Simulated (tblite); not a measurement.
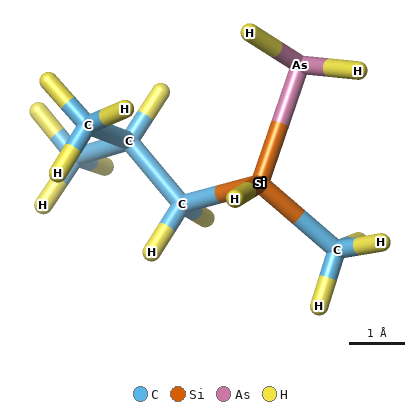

*The structure (stick view, seen at a tilt).*

Bond lengths as drawn: As–H 1.50 Å, As–Si 2.34 Å, C–C 1.52 to 1.53 Å, C–H 1.08 to 1.10 Å, C–Si 1.91 Å and H–Si 1.48 Å.

## Run report: C₅H₁₅AsSi, frequency calculation

- system: C₅H₁₅AsSi
- method: GFN2-xTB harmonic vibrations, gas phase (tblite 0.8.0)

It belongs to a series of runs on one base structure; here: H on C replaced by iPr.

**Output**
```
mode    cm-1     km/mol
  1      47.8      0.01
  2      71.3      0.10
  3      90.2      0.07
  4     109.6      0.37
  5     116.1      0.69
  6     130.4      0.94
  7     168.6      3.55
  8     205.6      0.71
  9     219.3      2.91
 10     241.0      0.33
 11     326.9      4.73
 12     358.5      0.52
 13     395.7      1.33
 14     439.0      3.17
 15     586.1     82.92
 16     623.7     71.79
 17     640.3    132.97
 18     649.6      9.00
 19     721.0     54.15
 20     744.6     31.38
 21     776.0     57.63
 22     819.7    168.61
 23     825.3    101.02
 24     886.7      6.34
 25     947.5      0.32
 26     984.5      1.69
 27     990.3      5.74
 28    1014.1    158.72
 29    1053.3     21.71
 30    1128.1     10.73
 31    1187.3     11.65
 32    1219.3      1.55
 33    1252.7      8.02
 34    1329.2      6.66
 35    1337.0     17.18
 36    1366.9      9.50
 37    1407.5      7.46
 38    1420.8      3.79
 39    1474.6      0.45
 40    1488.7      0.20
 41    1492.8      0.47
 42    1493.9      0.07
 43    1498.3      1.88
 44    1504.6      1.19
 45    1508.3      2.80
 46    1927.6    661.56
 47    1937.7    613.56
 48    2086.8    373.05
 49    2824.8    102.77
 50    2954.7     44.34
 51    2983.0     27.19
 52    3014.2     49.29
 53    3018.7     33.39
 54    3022.9      9.14
 55    3025.6     29.65
 56    3027.5     70.56
 57    3033.0     52.23
 58    3033.9     25.58
 59    3035.4     36.80
 60    3048.5     28.84
```

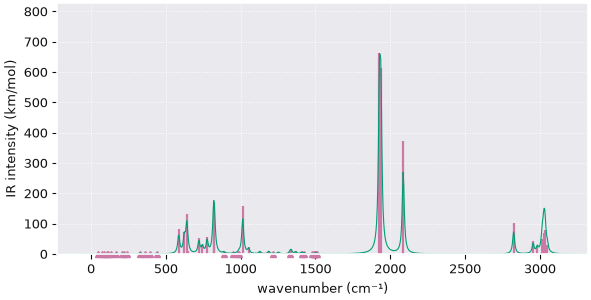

*Harmonic infrared spectrum, unscaled: sticks (degenerate modes added up, dark ones marked on the axis) with a Lorentzian envelope of 16 cm⁻¹ full width, scaled to the tallest stick.*

60 modes from 48 to 3048 cm⁻¹, none imaginary. The strongest line is at 1928 cm⁻¹ (662 km/mol).

This output came from the following input.

**Input**
```
{"job": {"kind": "ir", "xc": "GFN2-xTB", "basis": "xTB"}, "charge": 0, "multiplicity": 1}
C     -2.640543    -0.351634    -0.732673
C     -1.315973     0.271659    -0.295697
C     -1.535470     1.180193     0.908444
C     -0.283580    -0.809279     0.013658
Si     1.478999    -0.125255     0.308571
C      2.708700    -1.554015     0.020089
As     1.887639     1.558222    -1.266442
H     -3.045044    -0.970026     0.066589
H     -2.501125    -0.975844    -1.612731
H     -3.370035     0.419167    -0.972674
H     -0.934686     0.886876    -1.128746
H     -1.860489     0.595761     1.766746
H     -2.297994     1.925602     0.692098
H     -0.614881     1.697442     1.173731
H     -0.618595    -1.385844     0.876506
H     -0.247920    -1.505034    -0.828366
H      1.613949     0.274621     1.728990
H      2.678380    -1.888564    -1.014072
H      3.724341    -1.232506     0.231073
H      2.494826    -2.410084     0.650944
H      3.276652     1.780225    -0.751919
H      1.392438     2.637703    -0.352131
```

The first line tells a small driver script what to run in tblite; the rest is the geometry in Å.

Launch command:
```bash
OMP_NUM_THREADS=1 python <driver script> task.json out
```

**Results in brief**

```tsv
quantity	value
outcome	converged
total energy	−610.8416 eV
zero-point energy	113.3180 kcal/mol
hardware	1 CPU thread, shared host
wall time	1.7 s
peak memory	0.18 GiB
```
